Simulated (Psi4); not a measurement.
# One shape, several levels: singlet C2H2ClSi−

Wanted: a comparison of 3 runs (PBE/6-311+G**, SVWN5/6-311+G**, MP2/6-311+G**) of singlet C2H2ClSi−. 

Program for the calculation: Psi4 1.11.

1 further run of the same task is left out (set aside as unsound or not needed).

## 1. The structure to begin with

The species is C2H2ClSi− (6 atoms), meant as a singlet with charge -1. SMILES of the parent species: `[C]#C[SiH2]Cl`. The shape is that of a PBE0-D4/def2-TZVP optimisation. That shape belongs to the parent species and isn't relaxed for this state.

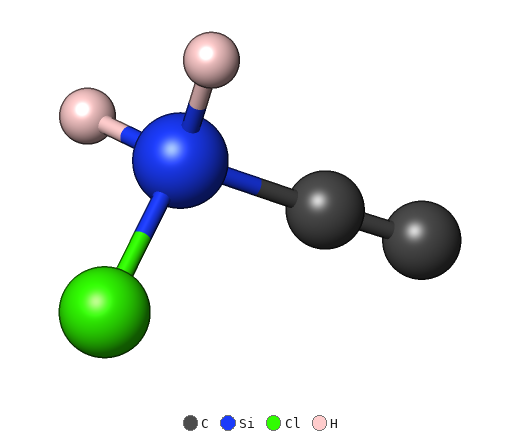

The structure, seen from a chosen angle (carbon dark grey, silicon blue, chlorine green, hydrogen pink).

## 2. A single-point energy at PBE/6-311+G(d,p) (run 1)

Input file c2h2clsi_ase.py:

```python
import numpy as np
from ase.calculators.psi4 import Psi4
from ase import Atoms

a = Atoms(['C', 'C', 'Si', 'Cl', 'H', 'H'], positions=[
    [0.868400, -2.059200, 1.138400],
    [0.473000, -1.050800, 0.595000],
    [-0.084700, 0.485400, -0.206000],
    [-1.795500, 0.115200, -1.263900],
    [0.959500, 0.950800, -1.141600],
    [-0.378700, 1.494700, 0.831900],
])
calc = Psi4(atoms=a, method='pbe', basis='6-311+G**', memory='1600MB', num_threads=1, charge=-1, multiplicity=1, label='psi4-calc')
calc.psi4.set_options({'puream': True, 'e_convergence': 1e-09, 'd_convergence': 1e-08, 'scf_type': 'pk', 'dft_radial_points': 99, 'dft_spherical_points': 590})
a.calc = calc

print(f'energy: {a.get_potential_energy():.6f} eV')
```

Launch:

```bash
$ python c2h2clsi_ase.py
```

psi4-calc.dat:

```text
[...]
  Running in c1 symmetry.
[...]
  Nuclear repulsion =  166.882499206048323
[...]
  Multiplicity = 1
[...]
  Nalpha       = 23
  Nbeta        = 23
[...]
    Number of basis functions: 116
[...]
   @RKS iter   1:  -826.12144542505723   -6.26073e-03   8.36763e-03 DIIS/ADIIS
[...]
   @RKS iter  14:  -826.69278101587577   -2.84217e-12   4.17985e-09 DIIS
[...]
    Orbital Energies [Eh]
    ---------------------
    Doubly Occupied:
       1A   -100.543301     2A    -65.270532     3A     -9.647359
       4A     -9.636324     5A     -9.038552     6A     -6.862042
       7A     -6.855447     8A     -6.855284     9A     -4.926417
      10A     -3.339568    11A     -3.335364    12A     -3.334527
      13A     -0.619218    14A     -0.449067    15A     -0.347331
      16A     -0.219013    17A     -0.205704    18A     -0.200589
      19A     -0.143697    20A     -0.139596    21A     -0.039758
      22A     -0.035752    23A     -0.010516
[...]
  @RKS Final Energy:  -826.69278101587577
   => Energetics <=
    Nuclear Repulsion Energy =            166.8824992060483225
    One-Electron Energy =               -1480.1515917372068998
    Two-Electron Energy =                 547.0427184959396527
    DFT Exchange-Correlation Energy =     -60.4664069806568705
    Empirical Dispersion Energy =           0.0000000000000000
    VV10 Nonlocal Energy =                  0.0000000000000000
    Total Energy =                       -826.6927810158757666
[...]
 Multipole Moments:
 ------------------------------------------------------------------------------------
     Multipole            Electronic (a.u.)      Nuclear  (a.u.)        Total (a.u.)
 ------------------------------------------------------------------------------------
 L = 1.  Multiply by 2.5417464519 to convert [e a0] to [Debye]
 Dipole X            :         -4.3877267            2.7209990           -1.6667277
 Dipole Y            :          0.2458057            2.3879521            2.6337577
 Dipole Z            :         -3.0402226            1.1872842           -1.8529384
 Magnitude           :                                                    3.6260229
[...]
```

Standard output:

```text
energy: -22495.456388 eV
```

Wall time 24 s (1 thread of Intel Xeon Platinum 8488C (Sapphire Rapids), shared host); peak memory 0.69 GiB.

## 3. Energy and gradient at SVWN5/6-311+G(d,p) (run 2)

Input file job.inp:

```
memory 1600 MB

molecule mol {
  -1 1
  C      1.64103817    -3.89132404     2.15126422
  C      0.89384046    -1.98572421     1.12438704
  Si    -0.16005980     0.91727306    -0.38928358
  Cl    -3.39300326     0.21769645    -2.38842485
  H      1.81319222     1.79675160    -2.15731134
  H     -0.71563928     2.82457364     1.57206316
  units bohr
  symmetry c1
}

set basis 6-311+G**
set reference rks
set puream true
set e_convergence 1e-09
set d_convergence 1e-08
set scf_type pk
set dft_radial_points 99
set dft_spherical_points 590

E = gradient("scf", dft_functional={"name": "SVWN5", "x_functionals": {"LDA_X": {}}, "c_functionals": {"LDA_C_VWN": {}}})
```

Launch:

```bash
$ psi4 job.inp job.out -n 1
```

job.out:

```text
[...]
  Running in c1 symmetry.
[...]
  Nuclear repulsion =  166.882499144287664
[...]
  Multiplicity = 1
[...]
  Nalpha       = 23
  Nbeta        = 23
[...]
    Number of basis functions: 116
[...]
   @RKS iter   1:  -823.18383746956852    3.50597e-02   8.54835e-03 ADIIS/DIIS
[...]
   @RKS iter  14:  -823.78390028199431   -2.50111e-12   3.75144e-09 DIIS
[...]
  @RKS Final Energy:  -823.78390028199431
   => Energetics <=
    Nuclear Repulsion Energy =            166.8824991442876637
    One-Electron Energy =               -1479.8340158908583817
    Two-Electron Energy =                 546.5942742986018175
    DFT Exchange-Correlation Energy =     -57.4266578340254767
    Empirical Dispersion Energy =           0.0000000000000000
    VV10 Nonlocal Energy =                  0.0000000000000000
    Total Energy =                       -823.7839002819943062
[...]
 Multipole Moments:
 ------------------------------------------------------------------------------------
     Multipole            Electronic (a.u.)      Nuclear  (a.u.)        Total (a.u.)
 ------------------------------------------------------------------------------------
 L = 1.  Multiply by 2.5417464519 to convert [e a0] to [Debye]
 Dipole X            :         -4.3813782            2.7209990           -1.6603792
 Dipole Y            :          0.2777591            2.3879521            2.6657112
 Dipole Z            :         -3.0446825            1.1872842           -1.8573984
 Magnitude           :                                                    3.6486715
[...]
  -Total Gradient:
     Atom            X                  Y                   Z
    ------   -----------------  -----------------  -----------------
       1       -0.024575635359     0.061687734970    -0.033516715581
       2        0.031050487024    -0.082565103075     0.043650857039
       3       -0.027268224526     0.044422653745    -0.030718741520
       4        0.017328093281    -0.003384543590     0.012678279369
       5       -0.001377126220    -0.008816927882     0.008542340797
       6        0.004843287781    -0.011333606098    -0.000638418326
[...]
```

Wall time 27 s (1 thread of Intel Xeon Platinum 8488C (Sapphire Rapids), shared host); peak memory 0.68 GiB.

## 4. A single-point energy at MP2/6-311+G(d,p) (run 3)

Input file input.json:

```json
{
  "schema_name": "qcschema_input",
  "schema_version": 1,
  "molecule": {
    "schema_name": "qcschema_molecule",
    "schema_version": 2,
    "symbols": ["C", "C", "Si", "Cl", "H", "H"],
    "geometry": [1.64103817, -3.89132404, 2.15126422, 0.89384046, -1.98572421, 1.12438704, -0.1600598, 0.91727306, -0.38928358, -3.39300326, 0.21769645, -2.38842485, 1.81319222, 1.7967516, -2.15731134, -0.71563928, 2.82457364, 1.57206316],
    "molecular_charge": -1,
    "molecular_multiplicity": 1,
    "fix_symmetry": "c1"
  },
  "driver": "energy",
  "model": {
    "method": "mp2",
    "basis": "6-311+G**"
  },
  "keywords": {
    "puream": true,
    "e_convergence": 1e-09,
    "d_convergence": 1e-08,
    "scf_type": "pk",
    "num_frozen_docc": 12,
    "mp2_type": "conv"
  }
}
```

Launch:

```bash
$ psi4 --qcschema input.json -n 1 --memory 1600MB
```

stdout:

```text
[...]
  Running in c1 symmetry.
[...]
  Nuclear repulsion =  166.882499144287664
[...]
  Multiplicity = 1
[...]
  Nalpha       = 23
  Nbeta        = 23
[...]
    Number of basis functions: 116
[...]
   @RHF iter   1:  -825.18766457177537   -8.81247e-01   4.30745e-03 DIIS/ADIIS
[...]
   @RHF iter  12:  -825.35062856609034   -9.32232e-12   7.02132e-09 DIIS
[...]
    Orbital Energies [Eh]
    ---------------------
    Doubly Occupied:
       1A   -104.686359     2A    -68.672186     3A    -10.991034
       4A    -10.962290     5A    -10.415120     6A     -7.883177
       7A     -7.880906     8A     -7.880856     9A     -6.014022
      10A     -4.122320    11A     -4.120772    12A     -4.120433
      13A     -0.962451    14A     -0.781696    15A     -0.584864
      16A     -0.407196    17A     -0.392542    18A     -0.388890
      19A     -0.320055    20A     -0.312368    21A     -0.193214
      22A     -0.164231    23A     -0.162882
[...]
  @RHF Final Energy:  -825.35062856609034
   => Energetics <=
    Nuclear Repulsion Energy =            166.8824991442876637
    One-Electron Energy =               -1479.6265273846042874
    Two-Electron Energy =                 487.3933996742262025
    Total Energy =                       -825.3506285660903359
[...]
 Multipole Moments:
 ------------------------------------------------------------------------------------
     Multipole            Electronic (a.u.)      Nuclear  (a.u.)        Total (a.u.)
 ------------------------------------------------------------------------------------
 L = 1.  Multiply by 2.5417464519 to convert [e a0] to [Debye]
 Dipole X            :         -4.3794430            2.7209990           -1.6584440
 Dipole Y            :          0.3883556            2.3879521            2.7763076
 Dipole Z            :         -3.0740681            1.1872842           -1.8867839
 Magnitude           :                                                    3.7440986
[...]
	SCS-MP2 Total Energy (a.u.)        :  -825.83660912228004
	SOS-MP2 Total Energy (a.u.)        :  -825.79585407463139
	SCSN-MP2 Total Energy (a.u.)       :  -825.56581521767544
[...]
	SOS-PI-MP2 Total Energy (a.u.)     :  -825.87005832605485
[...]
	MP2 Total Energy (a.u.)            :  -825.84391496615387
[...]
```

The result, in JSON:

```text
{
 "driver": "energy",
 "model": {
  "method": "mp2",
  "basis": "6-311+G**"
 },
 "success": true,
 "return_result": -825.8439149661539,
 "properties": {
  "calcinfo_nbasis": 116,
  "calcinfo_nmo": 116,
  "calcinfo_nalpha": 23,
  "calcinfo_nbeta": 23,
  "calcinfo_natom": 6,
  "nuclear_repulsion_energy": 166.88249914428766,
  "return_energy": -825.8439149661539,
  "scf_one_electron_energy": -1479.6265273846043,
  "scf_two_electron_energy": 487.3933996742262,
  "scf_dipole_moment": [-1.658443954868397, 2.7763076386218253, -1.8867839087279183],
  "scf_total_energy": -825.3506285660903,
  "scf_iterations": 12,
  "mp2_same_spin_correlation_energy": -0.12226514294604257,
  "mp2_opposite_spin_correlation_energy": -0.37102125711752404,
  "mp2_singles_energy": 0.0,
  "mp2_doubles_energy": -0.4932864000635666,
  "mp2_correlation_energy": -0.4932864000635391,
  "mp2_total_energy": -825.8439149661539
 }
}
```

Wall time 16 s (1 thread of Intel Xeon Platinum 8488C (Sapphire Rapids), shared host); peak memory 0.93 GiB.

## 5. Overview of the runs

| run | level | task | frozen core orbitals | energy (Eh) | HOMO energy (eV) | LUMO energy (eV) | HOMO–LUMO gap (eV) | wall time |
| --- | --- | --- | --- | --- | --- | --- | --- | --- |
| 1 | PBE/6-311+G** | energy | 0 | -826.692781 | -0.29 | 2.75 | 3.04 | 24 s |
| 2 | SVWN5/6-311+G** | gradient | 0 | -823.783900 | -0.38 | 2.62 | 3.00 | 27 s |
| 3 | MP2/6-311+G** | energy | 12 | -825.843915 | -4.43 | 4.37 | 8.80 | 16 s |

## 6. Results

| quantity | value |
| --- | --- |
| run 3: total energy | -825.84391 Eh |
| run 3: HOMO energy (Hartree–Fock orbitals) | -4.43 eV |
| run 3: LUMO energy (Hartree–Fock orbitals) | 4.37 eV |
| run 3: HOMO–LUMO gap (to an unbound level, set by the basis) | 8.80 eV |
| run 3: correlation energy (12 core orbitals frozen) | -493.3 mEh |

What this shows: Totals of different functionals can't be ranked against each other. All runs together took 67 s, the longest 27 s.
